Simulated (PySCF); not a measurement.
Vertical excitations of a molecule CH3F3Si from TDDFT-PBE/def2-SVPD (PySCF), as energy in eV (oscillator strength): 6.16 (0.000), 7.29 (0.025), 7.36 (0.001), 7.54 (0.010), 7.96 (0.097), 8.15 (0.023), 8.35 (0.010), 8.48 (0.003), 8.55 (0.040), 8.81 (0.073). Lowest triplet (TDA): 5.80 eV. The structure is a stationary point at PBE-D3(BJ)/def2-SVP. Other conformers were not sampled.

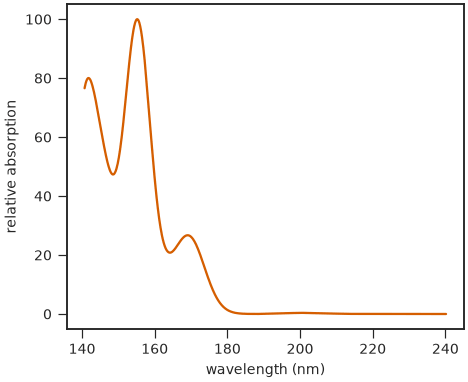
*The lines broadened by 0.4 eV.*

Q: Pick the molecule that these values belong to.
(A) C[Si](F)(F)F
(B) F[SiH2]C(F)F
(C) FC(F)(F)[SiH3]
(D) FC[SiH](F)F

A: B, F[SiH2]C(F)F
